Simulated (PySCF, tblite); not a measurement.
# CH₆ClOSi₂ radical, a small gas-phase stand-in for a defect centre (Si site with back bonds O[SiH3], C, Cl): EPR parameters

What EPR parameters should one expect for `C[Si](Cl)O[SiH3]`? It is drawn as: dangling bond.

Programs: tblite 0.8.0 and PySCF 2.14.0. All values are calculated, for the isolated system unless a continuum is named. Atoms count from 0, parts from 1.

## 1. Starting point

11 atoms, charge 0, multiplicity 2; geometry: distance geometry start.

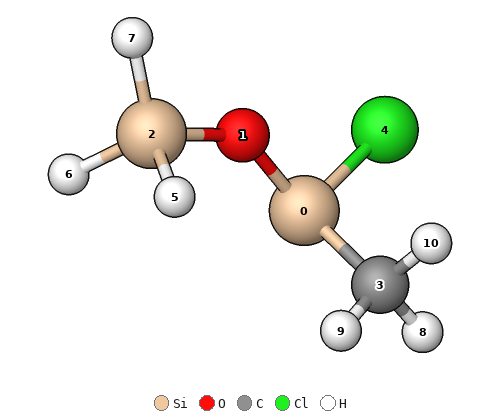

The starting geometry (silicon light orange, oxygen red, carbon grey, chlorine green, hydrogen white), atoms numbered.

## 2. Geometry optimisation with GFN2-xTB

Job settings and geometry (Å):

```
{"job": {"kind": "relax", "xc": "GFN2-xTB", "basis": "xTB"}, "charge": 0, "multiplicity": 2}
Si     0.640856     0.506277    -0.943991
O     -0.799777     0.723365    -0.179455
Si    -2.129712    -0.159915     0.292941
C      1.879981    -0.376524     0.040982
Cl     1.322961     2.400796    -1.329552
H     -1.649473    -1.268034     1.219954
H     -2.729619    -0.805652    -0.911361
H     -3.108244     0.695655     0.981498
H      2.841097    -0.473439    -0.470257
H      1.573946    -1.419420     0.292901
H      2.105426     0.143655     1.005737
```

With the program's defaults for keys left out, this is: GFN2-xTB geometry optimisation, gas phase.

Command:

```console
$ OMP_NUM_THREADS=1 python cluster_run.py task.json out
```

The driver reads the jobs from task.json and runs them one after another.

Log:

```text
step      E/eV     max force
  0    -472.18946    2.974
  1    -472.33735    0.676
  2    -472.36292    0.412
  3    -472.38022    0.362
  4    -472.38611    0.240
  5    -472.39335    0.251
  6    -472.39883    0.267
  7    -472.40832    0.365
  8    -472.41598    0.293
  9    -472.42157    0.187
 10    -472.42593    0.175
 11    -472.43028    0.199
 12    -472.43524    0.197
 13    -472.44121    0.224
 14    -472.44677    0.259
 15    -472.45111    0.189
 16    -472.45454    0.222
 17    -472.45763    0.181
 18    -472.46045    0.136
 19    -472.46277    0.144
 20    -472.46470    0.132
 21    -472.46654    0.144
 22    -472.46832    0.122
 23    -472.47011    0.121
 24    -472.47201    0.178
 25    -472.47406    0.198
 26    -472.47640    0.167
 27    -472.47895    0.139
 28    -472.48134    0.164
 29    -472.48375    0.193
 30    -472.48653    0.198
 31    -472.48901    0.167
 32    -472.48812    0.287
 33    -472.49163    0.110
 34    -472.49278    0.088
 35    -472.49490    0.101
 36    -472.49856    0.146
 37    -472.50125    0.153
 38    -472.50347    0.129
 39    -472.50509    0.100
 40    -472.50650    0.077
 41    -472.50740    0.078
 42    -472.50792    0.061
 43    -472.50824    0.055
 44    -472.50846    0.051
 45    -472.50870    0.035
 46    -472.50888    0.030
 47    -472.50901    0.024
 48    -472.50908    0.025
 49    -472.50914    0.022
 50    -472.50923    0.026
 51    -472.50940    0.037
 52    -472.50963    0.045
 53    -472.50987    0.040
 54    -472.51001    0.028
 55    -472.51012    0.026
 56    -472.51025    0.032
 57    -472.51048    0.048
 58    -472.51084    0.060
 59    -472.51122    0.056
 60    -472.51156    0.039
 61    -472.51186    0.042
 62    -472.51221    0.048
 63    -472.51293    0.051
 64    -472.51423    0.066
 65    -472.51542    0.087
 66    -472.50991    0.372
 67    -472.51625    0.067
 68    -472.51662    0.063
 69    -472.51708    0.041
 70    -472.51740    0.041
 71    -472.51767    0.045
 72    -472.51818    0.038
 73    -472.51840    0.042
 74    -472.51860    0.042
 75    -472.51880    0.033
 76    -472.51904    0.034
 77    -472.51920    0.024
 78    -472.51927    0.020
 79    -472.51933    0.024
 80    -472.51939    0.017
 81    -472.51945    0.014
 82    -472.51949    0.010
 83    -472.51951    0.007
```

It took 2.2 s on 1 thread of Arm Neoverse V1, shared host.

Relaxation path: (the energy doesn't fall at every step)

```tsv
step	energy from step 0 (eV)	largest force (eV/Å)
0	0.0000	2.9739
3	-0.1908	0.3616
6	-0.2094	0.2669
9	-0.2321	0.1875
12	-0.2458	0.1978
15	-0.2617	0.1888
18	-0.2710	0.1367
21	-0.2771	0.1440
24	-0.2826	0.1782
27	-0.2895	0.1386
30	-0.2971	0.1972
33	-0.3022	0.1106
36	-0.3091	0.1469
39	-0.3156	0.0998
42	-0.3185	0.0603
45	-0.3192	0.0349
48	-0.3196	0.0251
51	-0.3199	0.0370
54	-0.3206	0.0285
57	-0.3210	0.0483
60	-0.3221	0.0385
63	-0.3235	0.0510
66	-0.3204	0.3724
69	-0.3276	0.0417
72	-0.3287	0.0386
75	-0.3293	0.0328
78	-0.3298	0.0202
81	-0.3300	0.0145
83	-0.3301	0.0070
```

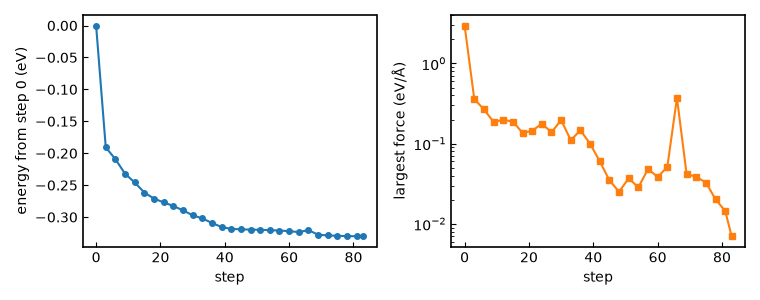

Energy and largest force along the relaxation.

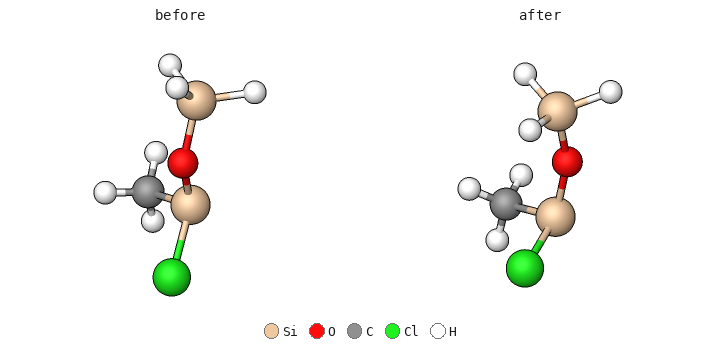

The geometry before (left) and after (right).

Distances of close pairs at the start and the end, largest changes first:

```tsv
bond	before (Å)	after (Å)	change (Å)
Si0–C3	1.812	1.904	+0.091
Si2–H5	1.522	1.462	-0.060
O1–Si2	1.665	1.627	-0.038
Si2–H6	1.492	1.458	-0.034
C3–H9	1.116	1.085	-0.031
C3–H10	1.119	1.089	-0.030
Si0–O1	1.645	1.619	-0.026
Si0–Cl4	2.050	2.037	-0.013
```

## 3. Relaxing the molecule at PBE0-D3(BJ)/def2-SVP

Job settings and geometry (Å):

```
{"job": {"xc": "PBE0", "basis": "def2-SVP", "d3": "d3bj", "grid": 2, "kind": "geom", "shake": 0.01}, "charge": 0, "multiplicity": 2}
Si     0.731207     0.387942    -1.080482
O     -0.774788    -0.067341    -0.633781
Si    -2.146228    -0.159731     0.252690
C      2.037407    -0.393519     0.050615
Cl     0.780825     2.435253    -0.924769
H     -1.820998    -1.060545     1.362649
H     -3.110624    -0.690774    -0.662993
H     -2.436536     1.189104     0.735962
H      3.008812    -0.093472    -0.202645
H      1.941934    -1.480682     0.018520
H      1.821677    -0.094735     1.094532
```

Log:

```text
step   0  E = -1155.27380694  max force = 0.044442
step   1  E = -1155.28098055  max force = 0.007956
step   2  E = -1155.28143433  max force = 0.003770
step   3  E = -1155.28153293  max force = 0.001321
step   4  E = -1155.28156741  max force = 0.001501
step   5  E = -1155.28166048  max force = 0.002711
step   6  E = -1155.28191030  max force = 0.005631
step   7  E = -1155.28228413  max force = 0.008196
step   8  E = -1155.28273846  max force = 0.005141
step   9  E = -1155.28294678  max force = 0.002526
step  10  E = -1155.28304371  max force = 0.000881
step  11  E = -1155.28305595  max force = 0.000611
step  12  E = -1155.28306116  max force = 0.000687
step  13  E = -1155.28306355  max force = 0.000567
step  14  E = -1155.28306504  max force = 0.000560
step  15  E = -1155.28306800  max force = 0.000311
optimisation converged
```

Run time: 3.6 min. Hardware: 1 thread of Arm Neoverse V1, shared host; peak memory 0.57 GiB.

Along the way:

```tsv
step	energy from step 0 (eV)	largest force component (eV/Å)
0	0.0000	2.2853
1	-0.1952	0.4091
2	-0.2076	0.1939
3	-0.2102	0.0679
4	-0.2112	0.0772
5	-0.2137	0.1394
6	-0.2205	0.2896
7	-0.2307	0.4215
8	-0.2430	0.2644
9	-0.2487	0.1299
10	-0.2513	0.0453
11	-0.2517	0.0314
12	-0.2518	0.0353
13	-0.2519	0.0292
14	-0.2519	0.0288
15	-0.2520	0.0160
```

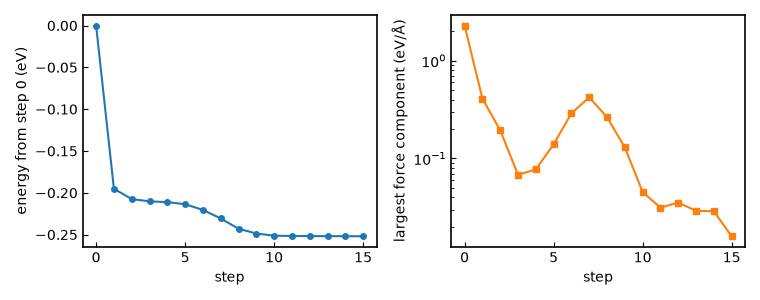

Energy and largest force along the relaxation.

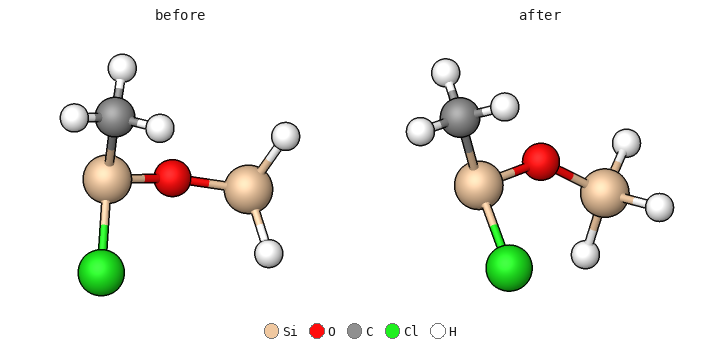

The geometry before (left) and after (right).

Distances of close pairs at the start and the end, largest changes first:

```tsv
bond	before (Å)	after (Å)	change (Å)
Si2–H6	1.432	1.489	+0.057
C3–H8	1.048	1.099	+0.051
Si0–Cl4	2.054	2.092	+0.038
O1–Si2	1.636	1.670	+0.035
Si2–H7	1.462	1.493	+0.031
Si2–H5	1.466	1.492	+0.026
Si0–C3	1.896	1.872	-0.025
Si0–O1	1.635	1.656	+0.021
```

The final coordinates are the input of the step that follows.

```tsv
at the end point	value
point group (found at 0.08 Å tolerance)	C1
rotational constants (GHz, main isotopes)	3.269, 1.595, 1.147
dipole moment (D)	1.39
⟨S²⟩	0.752
```

## 4. EPR parameters: B3LYP/IGLO-III+pcH-1

Job settings and geometry (Å):

```
{"job": {"kind": "epr"}, "charge": 0, "multiplicity": 2}
Si     0.554902     0.742357    -0.558778
O     -0.772521    -0.137677    -0.104382
Si    -2.372451     0.074406     0.325161
C      2.083635    -0.153260     0.044631
Cl     0.438436     2.602179     0.391280
H     -2.463960     0.526402     1.743804
H     -3.057296    -1.238800     0.172905
H     -3.022031     1.085012    -0.560963
H      2.993668     0.414794    -0.194743
H      2.147209    -1.150028    -0.416300
H      2.010200    -0.271471     1.137978
```

With the program's defaults for keys left out, this is: UKS B3LYP, IGLO-III on C Cl O Si, pcH-1 on H, non-relativistic, mean-field spin-orbit, GIAO.

Log:

```text
UKS, coarse grid
  cycle   1  E = -1156.20992248  |g| = 6.61e-01
  cycle   2  E = -1155.75807073  |g| = 1.25e+00
  cycle   3  E = -1156.35160745  |g| = 1.68e-01
  cycle   4  E = -1156.36271457  |g| = 6.67e-02
  cycle   5  E = -1156.36463670  |g| = 1.09e-02
  cycle   6  E = -1156.36469287  |g| = 4.28e-03
  cycle   7  E = -1156.36469936  |g| = 6.60e-04
UKS, final grid
  cycle   1  E = -1156.36474798  |g| = 5.81e-04
  cycle   2  E = -1156.36474791  |g| = 7.10e-04
  cycle   3  E = -1156.36474814  |g| = 6.67e-05
  cycle   4  E = -1156.36474814  |g| = 2.23e-05
E = -1156.36474814 Eh   <S^2> = 0.7516 (exact 0.7500)
g shifts (ppm)      1          2          3
  rmc          -189       -189       -189
  gc             77         35         90
  oz_so       -1372       -143       3161
  total       -1484       -297       3062
hyperfine (MHz)  atom isotope    a_iso     a_fc   dipolar eigenvalues
    0  29Si    -830.14    -831.18   -131.57     65.29     66.28
    1   17O     -37.68     -37.57    -23.75     11.39     12.36
    2  29Si       1.62       1.61     -1.34      0.43      0.91
    3   13C      90.78      90.77    -10.11     -9.52     19.63
    4  35Cl      28.83      28.54    -18.52    -18.02     36.54
    5    1H       4.55       4.55     -1.06     -0.88      1.94
    6    1H      -0.09      -0.09     -1.05     -0.96      2.00
    7    1H       0.67       0.66     -1.50     -1.30      2.80
    8    1H      -7.58      -7.58     -6.32     -2.32      8.64
    9    1H      -7.00      -6.99     -6.39     -2.56      8.95
   10    1H      38.23      38.23     -5.81     -0.35      6.16
```

Wall time 1.7 min (1 thread of Arm Neoverse V1, shared host); peak memory 0.87 GiB.

Principal g values 2.00084, 2.00202, 2.00538; g(iso) = 2.00275, against 2.00232 for a free electron.

Hyperfine couplings, nucleus by nucleus at this fixed geometry (no averaging over rotations):

```tsv
nuclei	isotope	a(iso) (MHz)	a(iso) (G, at g = 2.0023)	largest dipolar term (MHz)
Si0	29Si	-830.1	-296.2	-131.6
C3	13C	90.8	32.4	19.6
H10	1H	38.2	13.6	6.2
O1	17O	-37.7	-13.4	-23.8
Cl4	35Cl	28.8	10.3	36.5
H8	1H	-7.6	-2.7	8.6
H9	1H	-7.0	-2.5	8.9
H5	1H	4.6	1.6	1.9
Si2	29Si	1.6	0.6	-1.3
H7	1H	0.7	0.2	2.8
H6	1H	-0.1	0.0	2.0
```

Mulliken spin populations:

```tsv
atom	value (e)
Si0	0.78
O1	0.04
Si2	0.01
C3	0.06
Cl4	0.08
H5	0.00
H6	0.00
H7	0.00
H8	0.00
H9	0.00
H10	0.03
```

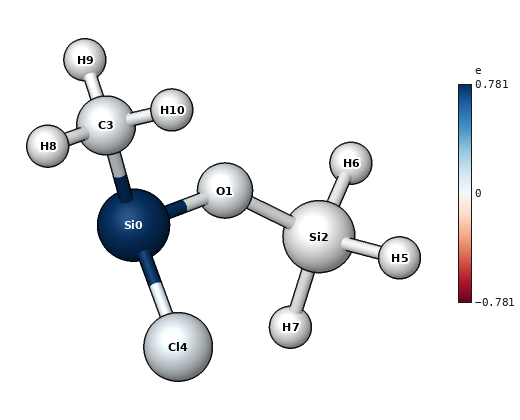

Mulliken spin populations, as colours on the atoms.

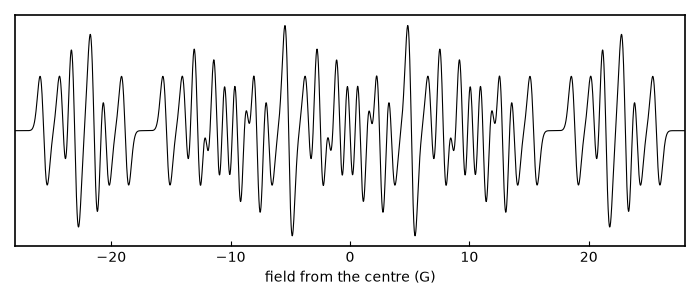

First-order isotropic spectrum (first derivative, main isotopes with spin only, couplings over 0.8 MHz, Gaussian width 0.3 G; couplings of the frozen geometry, rotation of groups not averaged beyond the rows shown).

Orbitals, density, ELF and potential are computed afterwards from the orbital file.

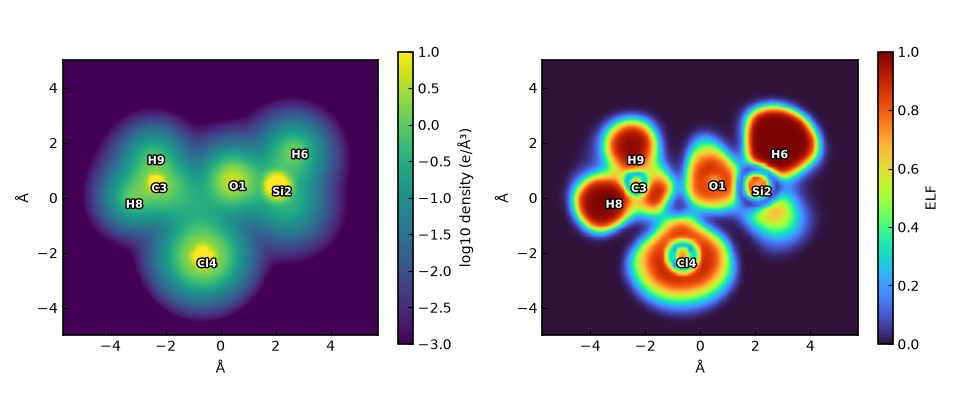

Density (left) and ELF (right) in a plane through or near 7 of the atoms.

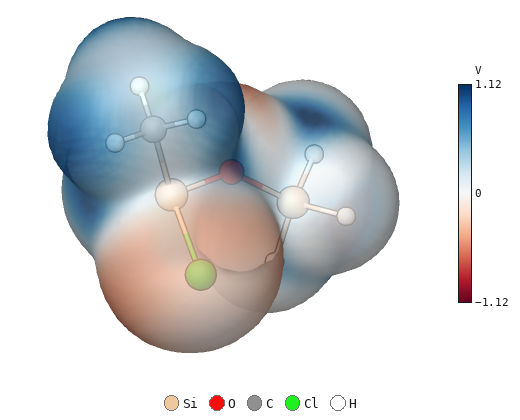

Electrostatic potential on the surface of density 0.002 e/bohr³; red is low, blue high. It runs from -0.53 V near Cl4 to 1.12 V near H6.

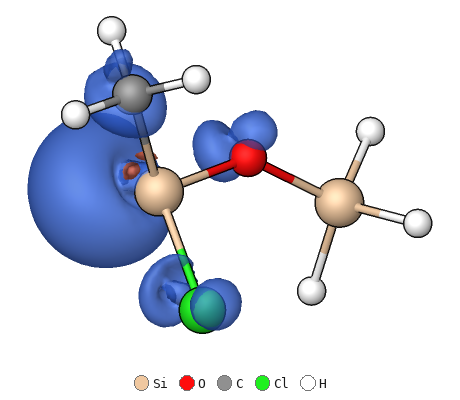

Spin density at ±0.04 e/Å³ (alpha excess blue, beta excess red).

## 5. EPR parameters: BHandHLYP/IGLO-III+pcH-1

Same as in step 4 but for these lines:

```diff
@@ -1,2 +1,2 @@
-{"job": {"kind": "epr"}, "charge": 0, "multiplicity": 2}
+{"job": {"kind": "epr", "xc": "BHandHLYP"}, "charge": 0, "multiplicity": 2}
 Si     0.554902     0.742357    -0.558778
```

With the program's defaults for keys left out, this is: UKS BHandHLYP, IGLO-III on C Cl O Si, pcH-1 on H, non-relativistic, mean-field spin-orbit, GIAO.

Log:

```text
UKS, coarse grid
  cycle   1  E = -1156.12548403  |g| = 5.41e-01
  cycle   2  E = -1156.06935196  |g| = 6.88e-01
  cycle   3  E = -1156.23641989  |g| = 6.96e-02
  cycle   4  E = -1156.23847739  |g| = 3.02e-02
  cycle   5  E = -1156.23892861  |g| = 4.74e-03
  cycle   6  E = -1156.23895756  |g| = 1.90e-03
  cycle   7  E = -1156.23896201  |g| = 6.80e-04
UKS, final grid
  cycle   1  E = -1156.23899168  |g| = 4.31e-04
  cycle   2  E = -1156.23899184  |g| = 3.15e-04
  cycle   3  E = -1156.23899190  |g| = 1.27e-04
  cycle   4  E = -1156.23899192  |g| = 8.39e-05
  cycle   5  E = -1156.23899193  |g| = 1.41e-05
E = -1156.23899193 Eh   <S^2> = 0.7526 (exact 0.7500)
g shifts (ppm)      1          2          3
  rmc          -190       -190       -190
  gc             77         33         88
  oz_so       -1546       -105       2599
  total       -1659       -261       2497
hyperfine (MHz)  atom isotope    a_iso     a_fc   dipolar eigenvalues
    0  29Si    -866.34    -867.38   -138.42     68.08     70.34
    1   17O     -40.94     -40.84    -23.09     11.08     12.01
    2  29Si       2.17       2.17     -1.11      0.32      0.79
    3   13C      91.11      91.10    -10.02     -9.18     19.21
    4  35Cl      31.68      31.45    -18.12    -17.35     35.47
    5    1H       3.49       3.49     -1.03     -0.90      1.93
    6    1H      -0.10      -0.10     -1.03     -0.94      1.98
    7    1H      -0.25      -0.26     -1.50     -1.33      2.83
    8    1H      -8.61      -8.62     -6.33     -2.39      8.72
    9    1H      -8.08      -8.08     -6.39     -2.60      8.99
   10    1H      37.69      37.69     -5.74     -0.24      5.99
```

Run time: 74 s. Hardware: 1 thread of Arm Neoverse V1, shared host; peak memory 0.88 GiB.

In short: g(iso) 2.00251.

## 6. Run by run: EPR parameters

g, ⟨S²⟩ and isotropic hyperfine couplings (MHz), with basis size and wall time:

```tsv
run	g(iso)	⟨S²⟩	29Si Si0	13C C3	1H H10	17O O1	35Cl Cl4	functions	time
B3LYP/IGLO-III+pcH-1	2.00275	0.752	-830.1	90.8	38.2	-37.7	28.8	262	1.7 min
BHandHLYP/IGLO-III+pcH-1	2.00251	0.753	-866.3	91.1	37.7	-40.9	31.7	262	74 s
```

## 7. Results

| quantity | value |
| --- | --- |
| point group | C1 |
| rotational constants (main isotopes) | 3.27, 1.59, 1.15 GHz |
| g(iso) (B3LYP) | 2.00275 |
| ⟨S²⟩ | 0.752 (exact 0.75) |
| largest a(iso) | 29Si on Si0, -830.1 MHz |
| potential on the surface of density 0.002 e/bohr³, 1st and 99th percentile | -0.53 V and 1.12 V |

What this shows: The start of the PBE0/def2-SVP relaxation was shaken at random by about 0.01 Å, so part of the energy gained, and of the first lengths quoted, undoes that. Relaxing lowered the energy by 0.252 eV in 15 steps; the close pair that moved most is Si2–H6, from 1.432 to 1.489 Å (PBE0/def2-SVP). Si0 carries the largest spin population, 0.78 e. The isotropic g lies 0.4 ppt above the free-electron value. The coupling of 29Si on Si0 runs from -866.3 (BHandHLYP/IGLO-III+pcH-1) to -830.1 MHz (B3LYP/IGLO-III+pcH-1). A capped cluster stands for the solid here, so long-range fields and strain are missing, and bands or shifts of the capping hydrogens have no counterpart in it.
